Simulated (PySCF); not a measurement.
**SiH₂: one geometry, many levels of theory**

How much do the numbers for SiH₂ (singlet) hang on the method? All levels run at one geometry, the PBE0 minimum.

Computed with PySCF 2.14.0. Level: several methods, basis Si def2-TZVP, H def2-TZVP, no relativity, density fitting.

## (1) Starting geometry

3 atoms, charge 0, spin multiplicity 1.

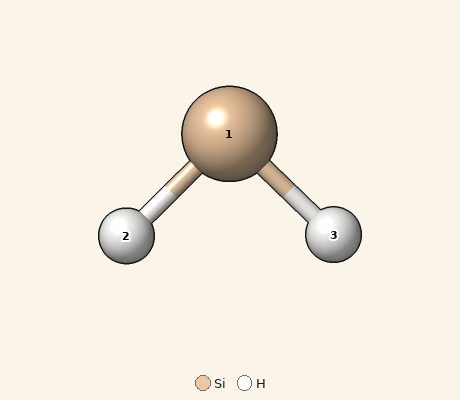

As it starts; silicon light orange, hydrogen white; atoms are numbered from 1 in the order of the file.

```xyz
3
charge 0 multiplicity 1
Si    0.0000    0.0000   -0.0717
H     1.0901    0.0000    0.9956
H    -1.0901    0.0000    0.9956
```

## (2) PBE0

The steps are one call of a driver around PySCF; scf.py gives each level's set-up. Each SCF starts from the density of the minimum. The driver also runs the species with one electron less or more at the same geometry (one less: multiplicity 2, one more: multiplicity 2); their logs are not shown.

Input file scf.py:

```python
from pyscf import gto, scf, dft
mol = gto.M(atom='''
Si     0.000000    -0.000000    -0.071730
H      1.090102    -0.000000     0.995596
H     -1.090102     0.000000     0.995596''',
    basis={'Si': 'def2-TZVP', 'H': 'def2-TZVP'},
    charge=0, spin=0)
mf = dft.RKS(mol, xc='PBE0')
mf.grids.atom_grid = (99, 590)
aux = {'Si': 'def2-universal-JKFIT', 'H': 'def2-universal-JKFIT'}
mf = mf.density_fit(auxbasis=aux)
mf.kernel()
```

Output:

```text
init E= -290.486139071142
  HOMO = -0.252477655870628  LUMO = -0.1139510069499  gap/eV = 3.76950
cycle= 1 E= -290.486139071145  delta_E= -2.39e-12  |g|= 1.44e-06  |ddm|= 4.7e-06
  HOMO = -0.252478057272258  LUMO = -0.113951347331158  gap/eV = 3.76950
Extra cycle  E= -290.486139071146  delta_E= -1.14e-12  |g|= 9.9e-07  |ddm|= 3.37e-06
converged SCF energy = -290.486139071146
```

This level, with the species of one electron less or more, took 0.7 s on 4 threads, shared host.

| Quantity | Value |
| --- | --- |
| energy | -290.486139 Eh |
| one electron less (charge +1) | -290.142173 Eh (doublet, ⟨S²⟩ 0.75) |
| one electron more (charge -1) | -290.525179 Eh (doublet, ⟨S²⟩ 0.76) |
| Mulliken charge of Si1 | +0.03 e |

## (3) CCSD(T)

scf.py: that of step 2 with these lines changed.

```diff
@@ -8,2 +8 @@
-mf = dft.RKS(mol, xc='PBE0')
-mf.grids.atom_grid = (99, 590)
+mf = scf.RHF(mol)
@@ -12,0 +12,3 @@
+from pyscf import cc
+mycc = cc.CCSD(mf, frozen=5).run()
+mycc.ccsd_t()
```

Output, cut to the lines that bear on the results:

```text
[... the frontier levels of the middle cycles are left out ...]
init E= -290.018567593741
  HOMO = -0.332241584746493  LUMO = 0.0110004793039504  gap/eV = 9.34009
cycle= 1 E= -290.025441576059  delta_E= -0.00687  |g|= 0.0302  |ddm|= 0.144
  HOMO = -0.339147947457844  LUMO = 0.0053604352581651  gap/eV = 9.37455
cycle= 2 E= -290.025780120565  delta_E= -0.000339  |g|= 0.00744  |ddm|= 0.0464
  HOMO = -0.339425647792657  LUMO = 0.00537904722600224  gap/eV = 9.38261
cycle= 3 E= -290.025825009005  delta_E= -4.49e-05  |g|= 0.00171  |ddm|= 0.0194
cycle= 4 E= -290.02582814883  delta_E= -3.14e-06  |g|= 0.000219  |ddm|= 0.00559
cycle= 5 E= -290.025828196401  delta_E= -4.76e-08  |g|= 2.29e-05  |ddm|= 0.000516
cycle= 6 E= -290.025828196724  delta_E= -3.24e-10  |g|= 3e-06  |ddm|= 5.29e-05
  HOMO = -0.33949714636894  LUMO = 0.00537588821516266  gap/eV = 9.38447
Extra cycle  E= -290.025828196728  delta_E= -3.75e-12  |g|= 8.17e-07  |ddm|= 7.48e-06
converged SCF energy = -290.025828196728
CCSD nocc = 3, nmo = 44
Init t2, MP2 energy = -290.127607756648  E_corr(MP2) -0.101779559919511
RCCSD converged
E(RCCSD) = -290.1565844349989  E_corr = -0.1307562382707197
RCCSD(T) correction = -0.00348553320830566
```

This level, with the species of one electron less or more, took 6.3 s.

- energy: -290.160070 Eh
- one electron less (charge +1): -289.812510 Eh (doublet, ⟨S²⟩ 0.76)
- one electron more (charge -1): -290.189213 Eh (doublet, ⟨S²⟩ 0.77)
- MP2 correlation in its own fitting basis (same spin, opposite spin): -0.10224 Eh (-0.01089, -0.09135)
- CCSD, (T): -0.13076, -0.00349 Eh; T1 0.014, D1 0.026

## (4) HF

scf.py: that of step 3 with these lines changed.

```diff
@@ -12,3 +11,0 @@
-from pyscf import cc
-mycc = cc.CCSD(mf, frozen=5).run()
-mycc.ccsd_t()
```

The SCF cycles repeat those of step 3.

This level, with the species of one electron less or more, took under 0.5 s.

| Property | Result |
| --- | --- |
| energy | -290.025828 Eh |
| one electron less (charge +1) | -289.716585 Eh (doublet, ⟨S²⟩ 0.76) |
| one electron more (charge -1) | -290.041966 Eh (doublet, ⟨S²⟩ 0.77) |
| Mulliken charge of Si1 | +0.10 e |

## (5) PBE

scf.py: that of step 4 with these lines changed.

```diff
@@ -8 +8,2 @@
-mf = scf.RHF(mol)
+mf = dft.RKS(mol, xc='PBE')
+mf.grids.atom_grid = (99, 590)
```

Output:

```text
init E= -290.456939871615
  HOMO = -0.213747840324052  LUMO = -0.147805398686755  gap/eV = 1.79439
cycle= 1 E= -290.457877728042  delta_E= -0.000938  |g|= 0.0101  |ddm|= 0.0711
  HOMO = -0.214287210251811  LUMO = -0.147577465977895  gap/eV = 1.81526
cycle= 2 E= -290.457885102079  delta_E= -7.37e-06  |g|= 0.00427  |ddm|= 0.00741
  HOMO = -0.214355811742699  LUMO = -0.147782655537483  gap/eV = 1.81155
cycle= 3 E= -290.457887545958  delta_E= -2.44e-06  |g|= 0.000766  |ddm|= 0.00412
  HOMO = -0.214262399338176  LUMO = -0.147720434766496  gap/eV = 1.81070
cycle= 4 E= -290.457887832081  delta_E= -2.86e-07  |g|= 0.000122  |ddm|= 0.00142
  HOMO = -0.214269347808056  LUMO = -0.147734962111723  gap/eV = 1.81049
cycle= 5 E= -290.457887835364  delta_E= -3.28e-09  |g|= 1.74e-05  |ddm|= 0.000138
  HOMO = -0.214269482988866  LUMO = -0.147732829339677  gap/eV = 1.81055
cycle= 6 E= -290.457887835449  delta_E= -8.55e-11  |g|= 3.14e-06  |ddm|= 2.52e-05
  HOMO = -0.214270734290254  LUMO = -0.147734023647072  gap/eV = 1.81056
Extra cycle  E= -290.457887835451  delta_E= -1.65e-12  |g|= 2.6e-06  |ddm|= 1.03e-05
converged SCF energy = -290.457887835451
```

This level, with the species of one electron less or more, took 1.7 s.

```
energy                        : -290.457888 Eh
one electron less (charge +1) : -290.114065 Eh (doublet, ⟨S²⟩ 0.75)
one electron more (charge -1) : -290.496069 Eh (doublet, ⟨S²⟩ 0.76)
Mulliken charge of Si1        : +0.03 e
```

## (6) r2SCAN

scf.py: that of step 5 with these lines changed.

```diff
@@ -8 +8 @@
-mf = dft.RKS(mol, xc='PBE')
+mf = dft.RKS(mol, xc='R2SCAN')
```

Output:

```text
init E= -290.577683247221
  HOMO = -0.221026886310735  LUMO = -0.139368080649515  gap/eV = 2.22205
cycle= 1 E= -290.578059949171  delta_E= -0.000377  |g|= 0.00764  |ddm|= 0.0786
  HOMO = -0.222377694285363  LUMO = -0.141320088486696  gap/eV = 2.20569
cycle= 2 E= -290.578068409342  delta_E= -8.46e-06  |g|= 0.00331  |ddm|= 0.0123
  HOMO = -0.221570541629903  LUMO = -0.140406390878484  gap/eV = 2.20859
cycle= 3 E= -290.578072670914  delta_E= -4.26e-06  |g|= 0.00121  |ddm|= 0.00786
  HOMO = -0.221744693040788  LUMO = -0.140569575466177  gap/eV = 2.20889
cycle= 4 E= -290.578073096327  delta_E= -4.25e-07  |g|= 6.18e-05  |ddm|= 0.00165
  HOMO = -0.221751340944353  LUMO = -0.140578851001704  gap/eV = 2.20882
cycle= 5 E= -290.57807309779  delta_E= -1.46e-09  |g|= 2.48e-05  |ddm|= 0.000136
  HOMO = -0.221749530820915  LUMO = -0.140576107248073  gap/eV = 2.20884
cycle= 6 E= -290.578073098035  delta_E= -2.45e-10  |g|= 1.46e-06  |ddm|= 3.22e-05
  HOMO = -0.22174867610221  LUMO = -0.140575508104698  gap/eV = 2.20883
Extra cycle  E= -290.578073098036  delta_E= -1.53e-12  |g|= 1.06e-06  |ddm|= 4.42e-06
converged SCF energy = -290.578073098036
```

This level, with the species of one electron less or more, took 2.7 s on 4 threads, shared host.

| Item | Value |
| --- | --- |
| energy | -290.578073 Eh |
| one electron less (charge +1) | -290.236295 Eh (doublet, ⟨S²⟩ 0.75) |
| one electron more (charge -1) | -290.622241 Eh (doublet, ⟨S²⟩ 0.76) |
| Mulliken charge of Si1 | +0.07 e |

## (7) B3LYP

scf.py: that of step 6 with these lines changed.

```diff
@@ -8 +8 @@
-mf = dft.RKS(mol, xc='R2SCAN')
+mf = dft.RKS(mol, xc='B3LYP')
```

Output:

```text
init E= -290.640528299262
  HOMO = -0.245658790413644  LUMO = -0.120319485211271  gap/eV = 3.41066
cycle= 1 E= -290.641148235412  delta_E= -0.00062  |g|= 0.00586  |ddm|= 0.0905
  HOMO = -0.246641317508127  LUMO = -0.121645498199076  gap/eV = 3.40131
cycle= 2 E= -290.64115876816  delta_E= -1.05e-05  |g|= 0.00378  |ddm|= 0.0168
  HOMO = -0.246135005221534  LUMO = -0.12118336293584  gap/eV = 3.40011
cycle= 3 E= -290.641165080536  delta_E= -6.31e-06  |g|= 0.0006  |ddm|= 0.00654
  HOMO = -0.246251350772175  LUMO = -0.121265022030268  gap/eV = 3.40105
cycle= 4 E= -290.641165125855  delta_E= -4.53e-08  |g|= 7.52e-05  |ddm|= 0.000606
  HOMO = -0.246261802052754  LUMO = -0.12127221389872  gap/eV = 3.40114
cycle= 5 E= -290.641165126923  delta_E= -1.07e-09  |g|= 1.14e-05  |ddm|= 7.92e-05
  HOMO = -0.246260763052547  LUMO = -0.121272767253688  gap/eV = 3.40110
cycle= 6 E= -290.641165126957  delta_E= -3.42e-11  |g|= 1.18e-06  |ddm|= 1.48e-05
  HOMO = -0.246260326546112  LUMO = -0.121272303753763  gap/eV = 3.40110
Extra cycle  E= -290.641165126958  delta_E= -6.82e-13  |g|= 6.75e-07  |ddm|= 2.8e-06
converged SCF energy = -290.641165126958
```

This level, with the species of one electron less or more, took 1.7 s.

```
energy                        : -290.641165 Eh
one electron less (charge +1) : -290.292830 Eh (doublet, ⟨S²⟩ 0.75)
one electron more (charge -1) : -290.676350 Eh (doublet, ⟨S²⟩ 0.76)
Mulliken charge of Si1        : +0.09 e
```

## (8) TPSSh

scf.py: that of step 7 with these lines changed.

```diff
@@ -8 +8 @@
-mf = dft.RKS(mol, xc='B3LYP')
+mf = dft.RKS(mol, xc='TPSSH')
```

Output:

```text
init E= -290.632661513052
  HOMO = -0.234884352512225  LUMO = -0.12938400969572  gap/eV = 2.87081
cycle= 1 E= -290.63298673544  delta_E= -0.000325  |g|= 0.00781  |ddm|= 0.0821
  HOMO = -0.234872750352135  LUMO = -0.130249014845603  gap/eV = 2.84696
cycle= 2 E= -290.632999093522  delta_E= -1.24e-05  |g|= 0.00515  |ddm|= 0.0177
  HOMO = -0.23406211235698  LUMO = -0.129424020833738  gap/eV = 2.84735
cycle= 3 E= -290.63300847392  delta_E= -9.38e-06  |g|= 0.00071  |ddm|= 0.00881
  HOMO = -0.234171725286467  LUMO = -0.129477727703028  gap/eV = 2.84887
cycle= 4 E= -290.633008562451  delta_E= -8.85e-08  |g|= 8.2e-05  |ddm|= 0.000576
  HOMO = -0.234194151520155  LUMO = -0.129502453534375  gap/eV = 2.84881
cycle= 5 E= -290.633008564932  delta_E= -2.48e-09  |g|= 1.12e-05  |ddm|= 0.00015
  HOMO = -0.234189726453977  LUMO = -0.129498393991328  gap/eV = 2.84880
cycle= 6 E= -290.633008564983  delta_E= -5.12e-11  |g|= 2.98e-06  |ddm|= 2.17e-05
  HOMO = -0.234189212234398  LUMO = -0.129498239848735  gap/eV = 2.84879
Extra cycle  E= -290.633008564984  delta_E= -1.42e-12  |g|= 1.91e-06  |ddm|= 6.42e-06
converged SCF energy = -290.633008564984
```

This level, with the species of one electron less or more, took 2.7 s.

```
energy                        : -290.633009 Eh
one electron less (charge +1) : -290.289460 Eh (doublet, ⟨S²⟩ 0.75)
one electron more (charge -1) : -290.671280 Eh (doublet, ⟨S²⟩ 0.76)
Mulliken charge of Si1        : +0.05 e
```

## (9) LC-wPBE

scf.py: that of step 8 with these lines changed.

```diff
@@ -8 +8 @@
-mf = dft.RKS(mol, xc='TPSSH')
+mf = dft.RKS(mol, xc='LC_WPBE')
```

Output, cut to the lines that bear on the results:

```text
[... the frontier levels of the middle cycles are left out ...]
init E= -290.513557929647
  HOMO = -0.34824680567265  LUMO = -0.0311266190005135  gap/eV = 8.62928
cycle= 1 E= -290.514572182861  delta_E= -0.00101  |g|= 0.0143  |ddm|= 0.102
  HOMO = -0.347781051276204  LUMO = -0.0302985027342348  gap/eV = 8.63914
cycle= 2 E= -290.514628640081  delta_E= -5.65e-05  |g|= 0.00501  |ddm|= 0.0283
  HOMO = -0.347565911154321  LUMO = -0.0299827187007278  gap/eV = 8.64188
cycle= 3 E= -290.514634108406  delta_E= -5.47e-06  |g|= 0.00133  |ddm|= 0.00659
cycle= 4 E= -290.514635362137  delta_E= -1.25e-06  |g|= 0.000166  |ddm|= 0.00537
cycle= 5 E= -290.514635393045  delta_E= -3.09e-08  |g|= 4.06e-05  |ddm|= 0.000654
cycle= 6 E= -290.514635394994  delta_E= -1.95e-09  |g|= 5.6e-06  |ddm|= 0.00017
cycle= 7 E= -290.514635395022  delta_E= -2.79e-11  |g|= 9.32e-07  |ddm|= 2.19e-05
  HOMO = -0.347613458644336  LUMO = -0.0299485733112785  gap/eV = 8.64410
Extra cycle  E= -290.514635395022  delta_E= -4.55e-13  |g|= 3.51e-07  |ddm|= 3.81e-06
converged SCF energy = -290.514635395022
```

This level, with the species of one electron less or more, took 2.4 s.

```
energy                        : -290.514635 Eh
one electron less (charge +1) : -290.169704 Eh (doublet, ⟨S²⟩ 0.75)
one electron more (charge -1) : -290.556357 Eh (doublet, ⟨S²⟩ 0.76)
Mulliken charge of Si1        : +0.02 e
```

## (10) B97-3

scf.py: that of step 9 with these lines changed.

```diff
@@ -8 +8 @@
-mf = dft.RKS(mol, xc='LC_WPBE')
+mf = dft.RKS(mol, xc='HYB_GGA_XC_B97_3')
```

Output:

```text
init E= -290.586123626019
  HOMO = -0.254958161896097  LUMO = -0.10735145217642  gap/eV = 4.01658
cycle= 1 E= -290.586260962364  delta_E= -0.000137  |g|= 0.00406  |ddm|= 0.0335
  HOMO = -0.254664918720284  LUMO = -0.107379174952799  gap/eV = 4.00785
cycle= 2 E= -290.586266258113  delta_E= -5.3e-06  |g|= 0.00216  |ddm|= 0.00942
  HOMO = -0.254344866218352  LUMO = -0.1070956510352  gap/eV = 4.00686
cycle= 3 E= -290.58626833207  delta_E= -2.07e-06  |g|= 0.000358  |ddm|= 0.0038
  HOMO = -0.254423343322326  LUMO = -0.107154306932864  gap/eV = 4.00739
cycle= 4 E= -290.586268352199  delta_E= -2.01e-08  |g|= 4.9e-05  |ddm|= 0.000381
  HOMO = -0.254431038702636  LUMO = -0.107158490591498  gap/eV = 4.00749
cycle= 5 E= -290.586268352838  delta_E= -6.39e-10  |g|= 6.5e-06  |ddm|= 9.42e-05
  HOMO = -0.254430161901446  LUMO = -0.107158404570546  gap/eV = 4.00747
Extra cycle  E= -290.586268352854  delta_E= -1.65e-11  |g|= 1.97e-06  |ddm|= 2.07e-05
converged SCF energy = -290.586268352854
```

This level, with the species of one electron less or more, took 1.4 s on 4 threads, shared host.

| Quantity | Value |
| --- | --- |
| energy | -290.586268 Eh |
| one electron less (charge +1) | -290.240438 Eh (doublet, ⟨S²⟩ 0.75) |
| one electron more (charge -1) | -290.618398 Eh (doublet, ⟨S²⟩ 0.76) |
| Mulliken charge of Si1 | +0.08 e |

## (11) Comparison of the levels

| level | atomisation energy (kJ/mol) | vertical ionisation energy (eV) | vertical electron affinity (eV) | −ε(HOMO) (eV) | gap (eV) | dipole (D) | wall time |
| --- | --- | --- | --- | --- | --- | --- | --- |
| PBE0 | 616 | 9.36 | 1.06 | 6.87 | 3.77 | 0.17 | 0.7 s |
| CCSD(T) | 613 | 9.46 | 0.79 | – | – | – | 6.3 s |
| HF | 461 | 8.41 | 0.44 | 9.24 | 9.38 | 0.18 | under 0.5 s |
| PBE | 619 | 9.36 | 1.04 | 5.83 | 1.81 | 0.15 | 1.7 s |
| r2SCAN | 622 | 9.30 | 1.20 | 6.03 | 2.21 | 0.20 | 2.7 s |
| B3LYP | 643 | 9.48 | 0.96 | 6.70 | 3.40 | 0.06 | 1.7 s |
| TPSSh | 654 | 9.35 | 1.04 | 6.37 | 2.85 | 0.19 | 2.7 s |
| LC-wPBE | 612 | 9.39 | 1.14 | 9.46 | 8.64 | 0.25 | 2.4 s |
| B97-3 | 638 | 9.41 | 0.87 | 6.92 | 4.01 | 0.13 | 1.4 s |

Times are for 4 threads, shared host; PBE0 starts from its own converged density, so its time is not comparable. A dash stands where a species or a free atom was not run at that level, or the quantity is not defined.

Atomisation goes to high-spin atoms in their ground configurations, run at the same level, without zero-point energy.

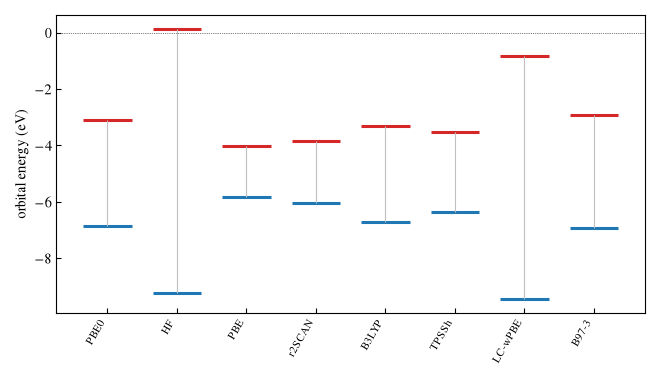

Highest occupied (blue) and lowest empty (red) levels by method.

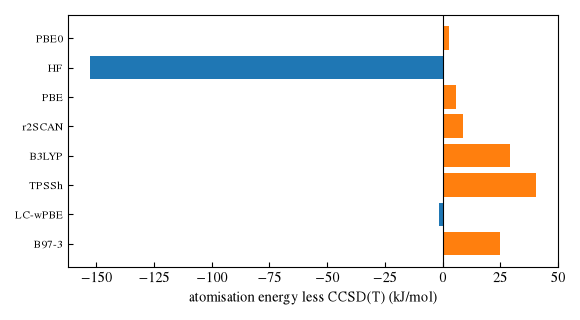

Deviation of the atomisation energy from CCSD(T).

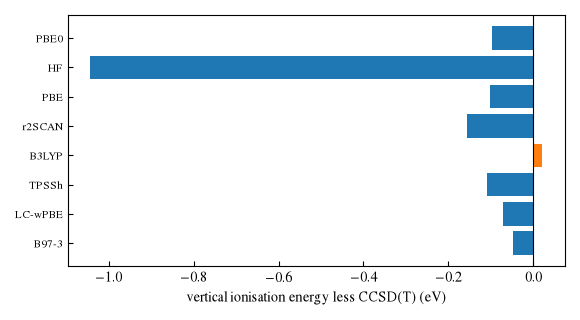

Deviation of the vertical ionisation energy from CCSD(T).

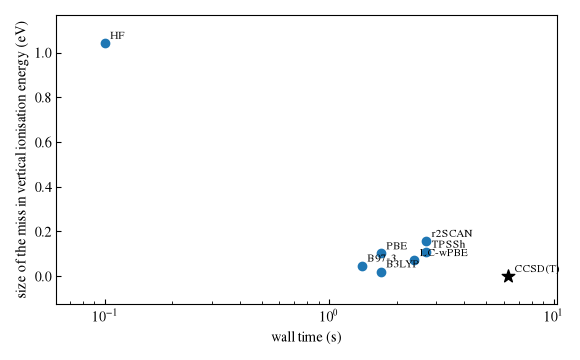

Cost against accuracy: time of each level and its distance from CCSD(T) in the vertical ionisation energy.

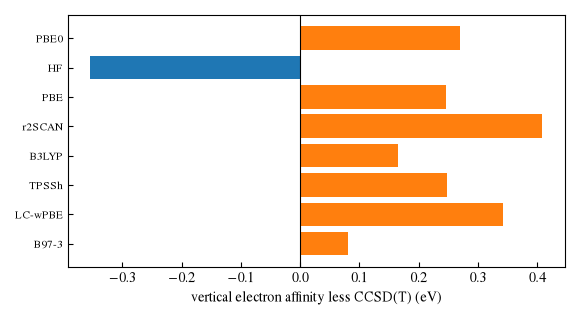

Deviation of the vertical electron affinity from CCSD(T).

## (12) Outcome

```
                                 quantity                       value
atomisation energy, CCSD(T) in this basis                  613 kJ/mol
      vertical ionisation energy, CCSD(T)                     9.46 eV
      vertical electron affinity, CCSD(T)                     0.79 eV
                       orbital gap, range  1.81 (PBE) to 9.38 (HF) eV
                                   T1, D1                0.014, 0.026
                     T1, D1 of the cation                0.018, 0.038
                      T1, D1 of the anion                0.019, 0.040
```

**Reading.** In atomisation energy the functionals lie from -1 kJ/mol (LC-wPBE) to +41 kJ/mol (TPSSh) against CCSD(T). In a basis of this size CCSD(T) binds too weakly, often by tens of kJ/mol, while functionals are nearer their limits, so this ranks no functional. HF lacks the correlation that pairing electrons in bonds brings, so it binds too weakly, by 153 kJ/mol even against this CCSD(T). For the vertical ionisation energy, B3LYP comes nearest to CCSD(T) (+0.02 eV) and HF is farthest (-1.04 eV). CCSD(T) took 6.3 s, about 4 times as long as B3LYP (1.7 s), which misses it by 0.02 eV. Against CCSD(T), the vertical electron affinity is best met by B97-3 (+0.08 eV) and worst by r2SCAN (+0.41 eV). PBE's −ε(HOMO), 5.8 eV, falls 3.6 eV short of the ionisation energy, while its energy difference gives 9.4 eV. Without diffuse functions electron affinities tend to come out too low.
